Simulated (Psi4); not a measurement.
Single-point calculation of SiH$_{4}$S (charge −1)

SiH$_{4}$S (Si(SH)H3), charge −1, multiplicity 2, computed with CAM-B3LYP/6-311+G**, UKS (Psi4 1.11).

The geometry is that of the parent species in another charge or spin state. The geometry comes from this level: GFN2-xTB.

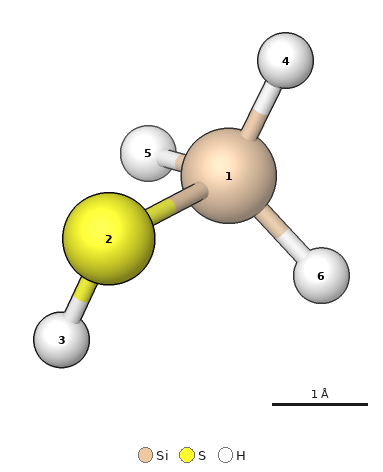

Figure 1. The input geometry (ball-and-stick view, seen at a tilt; atoms are numbered from 1 in the order of the input). Bond lengths as drawn: H–S 1.33 Å, H–Si 1.45 to 1.46 Å and S–Si 2.15 Å.

## Input file (job.py)
```python
import psi4

psi4.set_memory(1600000000)
psi4.set_num_threads(1)
psi4.set_output_file('h4ssi.out', False)

geom = psi4.geometry("""
-1 2
Si     0.201210    -0.014540    -0.544580
S      0.253720     0.019820     1.601470
H     -1.056810     0.059910     1.795240
H      1.606010    -0.020690    -0.909950
H     -0.503230     1.180600    -0.990160
H     -0.500900    -1.225100    -0.952020
symmetry c1
""")

psi4.set_options({
    'basis': '6-311+G**',
    'reference': 'uks',
    'puream': True,
    'scf_type': 'pk',
    'dft_radial_points': 150,
    'dft_spherical_points': 974,
    'maxiter': 150,
})

energy_value = psi4.energy("CAM-B3LYP")
print(f'CAM-B3LYP energy: {energy_value:.10f} Eh')
```

Launch command:
```bash
python job.py
```

## What the program printed
```
Psi4 1.11 release

   => Loading Basis Set <=

    Name: 6-311+G**
    Role: ORBITAL
    Keyword: BASIS

         ---------------------------------------------------------
                                   SCF
                              UKS Reference
                        1 Threads,   1525 MiB Core
         ---------------------------------------------------------

  ==> Geometry <==

    Molecular point group: c1
    Full point group: C1

    Geometry (in Angstrom), charge = -1, multiplicity = 2:

       Center              X                  Y                   Z               Mass
    ------------   -----------------  -----------------  -----------------  -----------------
         SI          -0.006396120843    -0.018003263382    -1.090083524562    27.976926534650
         S            0.046113879157     0.016356736618     1.055966475438    31.972071174400
         H           -1.264416120843     0.056446736618     1.249736475438     1.007825032230
         H            1.398403879157    -0.024153263382    -1.455453524562     1.007825032230
         H           -0.710836120843     1.177136736618    -1.535663524562     1.007825032230
         H           -0.708506120843    -1.228563263382    -1.497523524562     1.007825032230

  Running in c1 symmetry.

  Rotational constants: A =      2.22287  B =      0.21025  C =      0.20576 [cm^-1]
  Rotational constants: A =  66639.97602  B =   6303.05514  C =   6168.44614 [MHz]
  Nuclear repulsion =   89.527504102436609

  Charge       = -1
  Multiplicity = 2
  Electrons    = 35
  Nalpha       = 18
  Nbeta        = 17

  ==> Algorithm <==

  SCF Algorithm Type is PK.
  DIIS enabled.
  MOM disabled.
  Fractional occupation disabled.
  Guess Type is SAD.
  Energy threshold   = 1.00e-06
  Density threshold  = 1.00e-06
  Integral threshold = 1.00e-12

  ==> Primary Basis <==

  Basis Set: 6-311+G**
    Blend: 6-311+G**
    Number of shells: 44
    Number of basis functions: 84
    Number of Cartesian functions: 86
    Spherical Harmonics?: true
    Max angular momentum: 2

  ==> DFT Potential <==

   => LibXC <=

    Version 7.1.2

   => Composite Functional: CAM-B3LYP <=

    CAM-B3LYP Hyb-GGA Exchange-Correlation Functional

    Deriv               =              1
    GGA                 =           TRUE
    Meta                =          FALSE

    Exchange Hybrid     =           TRUE
    MP2 Hybrid          =          FALSE

   => Exchange Functionals <=

    0.3500         Becke 88 [omega = 0.3300]
    0.4600   Short-range recipe for B88 functional - erf [omega = 0.3300]

   => Exact (HF) Exchange <=

    0.4600            HF,LR [omega = 0.3300]
    0.1900               HF

   => Correlation Functionals <=

    0.1900   Vosko, Wilk & Nusair (VWN5)
    0.8100   Lee, Yang & Parr

   => LibXC Density Thresholds  <==

    XC_HYB_GGA_XC_CAM_B3LYP:  1.00E-14

   => Molecular Quadrature <=

    Radial Scheme          =       TREUTLER
    Pruning Scheme         =           NONE
    Nuclear Scheme         =       TREUTLER

    Blocking Scheme        =         OCTREE
    BS radius alpha        =              1
    Pruning alpha          =              1
    Radial Points          =            150
    Spherical Points       =            974
    Total Points           =         842564
    Total Blocks           =           5686
    Max Points             =            256
    Max Functions          =             83
    Weights Tolerance      =       1.00E-15

  ==> Integral Setup <==

  Using in-core PK algorithm.
   Calculation information:
      Number of atoms:                   6
      Number of AO shells:              44
      Number of primitives:             74
      Number of atomic orbitals:        86
      Number of basis functions:        84

      Integral cutoff                 1.00e-12
      Number of threads:                 1

  Performing in-core PK
  Using 19122705 doubles for integral storage.
  We computed 445131 shell quartets total.
  Whereas there are 490545 unique shell quartets.

  Computing range-separated integrals for PK
  We computed 445131 wK shell quartets total.
  Whereas there are 490545 wK unique shell quartets.

  ==> DiskJK: Disk-Based J/K Matrices <==

    J tasked:                  Yes
    K tasked:                  Yes
    wK tasked:                 Yes
    Omega:               3.300E-01
    Memory [MiB]:              379
    Schwarz Cutoff:          1E-12

  Cached 33.3% of DFT collocation blocks in 0.517 [GiB].

  Minimum eigenvalue in the overlap matrix is 2.1396140819E-03.
  Reciprocal condition number of the overlap matrix is 3.2638655932E-04.
    Using symmetric orthogonalization.

  ==> Pre-Iterations <==

  SCF Guess: Superposition of Atomic Densities via on-the-fly atomic UHF (no occupation information).

   -------------------------
    Irrep   Nso     Nmo
   -------------------------
     A         84      84
   -------------------------
    Total      84      84
   -------------------------

  ==> Iterations <==

                        Total Energy        Delta E     RMS |[F,P]|

   @UKS iter SAD:  -689.75744592941601   -6.89757e+02   0.00000e+00
   @UKS iter   1:  -689.91432229386271   -1.56876e-01   7.31101e-03 ADIIS/DIIS
   @UKS iter   2:  -689.97593144598761   -6.16092e-02   6.22643e-03 ADIIS/DIIS
   @UKS iter   3:  -690.09276008635629   -1.16829e-01   4.12160e-04 ADIIS/DIIS
   @UKS iter   4:  -690.09516777313945   -2.40769e-03   2.28896e-04 ADIIS/DIIS
   @UKS iter   5:  -690.09605372898784   -8.85956e-04   1.01799e-04 ADIIS/DIIS
   @UKS iter   6:  -690.09644952009489   -3.95791e-04   4.80991e-05 DIIS
   @UKS iter   7:  -690.09662092701251   -1.71407e-04   2.80061e-05 DIIS
   @UKS iter   8:  -690.09670081385650   -7.98868e-05   1.64194e-05 DIIS
   @UKS iter   9:  -690.09674737302134   -4.65592e-05   1.26843e-05 DIIS
   @UKS iter  10:  -690.09679507256214   -4.76995e-05   7.12029e-06 DIIS
   @UKS iter  11:  -690.09681193620327   -1.68636e-05   4.11493e-06 DIIS
   @UKS iter  12:  -690.09681771158364   -5.77538e-06   1.70958e-06 DIIS
   @UKS iter  13:  -690.09681833331604   -6.21732e-07   6.83460e-07 DIIS
  Energy and wave function converged.

  ==> Post-Iterations <==

   Electrons on quadrature grid:
      Nalpha   =   17.9999998996 ; deviation = -1.004e-07
      Nbeta    =   17.0000000054 ; deviation = 5.390e-09
      Ntotal   =   34.9999999050 ; deviation = -9.499e-08

   @Spin Contamination Metric:   9.504754346E-04
   @S^2 Expected:                7.500000000E-01
   @S^2 Observed:                7.509504754E-01
   @S   Expected:                5.000000000E-01
   @S   Observed:                5.000000000E-01

    Orbital Energies [Eh]
    ---------------------

    Alpha Occupied:

       1A    -88.741113     2A    -66.028803     3A     -7.834145
       4A     -5.797775     5A     -5.794398     6A     -5.789536
       7A     -5.205893     8A     -3.565676     9A     -3.563679
      10A     -3.563486    11A     -0.657652    12A     -0.465213
      13A     -0.325411    14A     -0.281607    15A     -0.270847
      16A     -0.225478    17A     -0.158590    18A      0.053894

    Alpha Virtual:

      19A      0.140643    20A      0.162634    21A      0.167056
      22A      0.176655    23A      0.198142    24A      0.205706
      25A      0.221458    26A      0.229864    27A      0.237852
      28A      0.245393    29A      0.284231    30A      0.304441
      31A      0.420314    32A      0.429508    33A      0.434384
      34A      0.487153    35A      0.500827    36A      0.525618
      37A      0.552359    38A      0.561410    39A      0.587767
      40A      0.605280    41A      0.688509    42A      0.733518
      43A      0.737751    44A      0.895117    45A      0.928532
      46A      0.930205    47A      1.004210    48A      1.057865
      49A      1.067352    50A      1.087791    51A      1.210875
      52A      1.307145    53A      1.409203    54A      1.411582
      55A      1.485444    56A      1.523277    57A      1.625943
      58A      1.628308    59A      1.697930    60A      1.702157
      61A      1.803211    62A      1.834398    63A      1.844209
      64A      1.949832    65A      1.952760    66A      2.063770
      67A      2.162020    68A      2.348589    69A      2.350351
      70A      2.375246    71A      2.802492    72A      2.807500
      73A      2.829017    74A      2.868893    75A      5.782146
      76A      8.086408    77A     11.575646    78A     11.659421
      79A     11.667293    80A     17.553983    81A     17.602940
      82A     17.635459    83A    141.179692    84A    189.193944

    Beta Occupied:

       1A    -88.740364     2A    -66.028467     3A     -7.833163
       4A     -5.797232     5A     -5.793309     6A     -5.788825
       7A     -5.205518     8A     -3.564565     9A     -3.563413
      10A     -3.563250    11A     -0.653459    12A     -0.461014
      13A     -0.322528    14A     -0.280381    15A     -0.269364
      16A     -0.222347    17A     -0.157017

    Beta Virtual:

      18A      0.137846    19A      0.144763    20A      0.160242
      21A      0.162565    22A      0.184432    23A      0.196637
      24A      0.203002    25A      0.229430    26A      0.231708
      27A      0.237214    28A      0.253641    29A      0.284027
      30A      0.304913    31A      0.420040    32A      0.427491
      33A      0.432043    34A      0.488297    35A      0.502139
      36A      0.525426    37A      0.550424    38A      0.559669
      39A      0.589065    40A      0.606146    41A      0.689429
      42A      0.736736    43A      0.740426    44A      0.896680
      45A      0.931069    46A      0.932135    47A      1.006576
      48A      1.058798    49A      1.068541    50A      1.090377
      51A      1.213686    52A      1.309277    53A      1.410056
      54A      1.412719    55A      1.485312    56A      1.527439
      57A      1.627470    58A      1.629805    59A      1.700458
      60A      1.704562    61A      1.805503    62A      1.834792
      63A      1.844782    64A      1.950655    65A      1.953590
      66A      2.064129    67A      2.162106    68A      2.348503
      69A      2.350380    70A      2.377893    71A      2.802170
      72A      2.808447    73A      2.829399    74A      2.868622
      75A      5.783318    76A      8.087744    77A     11.577199
      78A     11.659807    79A     11.667732    80A     17.554544
      81A     17.603810    82A     17.635955    83A    141.180033
      84A    189.194845

    Final Occupation by Irrep:
              A
    DOCC [    17 ]
    SOCC [     1 ]
    NA   [    18 ]
    NB   [    17 ]

  @UKS Final Energy:  -690.09681833331604

   => Energetics <=

    Nuclear Repulsion Energy =             89.5275041024366089
    One-Electron Energy =               -1137.5049844294858303
    Two-Electron Energy =                 394.4866852053770003
    DFT Exchange-Correlation Energy =     -36.6060232116438300
    Empirical Dispersion Energy =           0.0000000000000000
    VV10 Nonlocal Energy =                  0.0000000000000000
    Total Energy =                       -690.0968183333161505

  UHF NO Occupations:
  HONO-2 :   16  A 1.9999553
  HONO-1 :   17  A 1.9996197
  HONO-0 :   18  A 1.0000000
  LUNO+0 :   19  A 0.0003803
  LUNO+1 :   20  A 0.0000447
  LUNO+2 :   21  A 0.0000183
  LUNO+3 :   22  A 0.0000103

Computation Completed

Properties will be evaluated at   0.000000,   0.000000,   0.000000 [a0]

Properties computed using the SCF density matrix

 Multipole Moments:

 ------------------------------------------------------------------------------------
     Multipole            Electronic (a.u.)      Nuclear  (a.u.)        Total (a.u.)
 ------------------------------------------------------------------------------------

 L = 1.  Multiply by 2.5417464519 to convert [e a0] to [Debye]
 Dipole X            :          1.6840379           -1.2039031            0.4801348
 Dipole Y            :          0.0072248           -0.0178975           -0.0106727
 Dipole Z            :          2.9564045           -3.0322731           -0.0758686
 Magnitude           :                                                    0.4862092

 ------------------------------------------------------------------------------------

	total time  =         47 seconds =       0.78 minutes
```

## Standard output
```
CAM-B3LYP energy: -690.0968183333 Eh
```

## Key numbers

| quantity | value |
| --- | --- |
| outcome | converged |
| total energy | −690.096818 hartree |
| basis functions | 84 |
| ⟨S²⟩ | 0.751 |
| hardware | 1 thread of Intel Xeon (Sapphire Rapids), 12 GiB of memory available, shared host |
| wall time | 48 s |
| peak memory | 0.96 GiB |

## Remarks

The record of the run, not the program, notes: unbound anion.
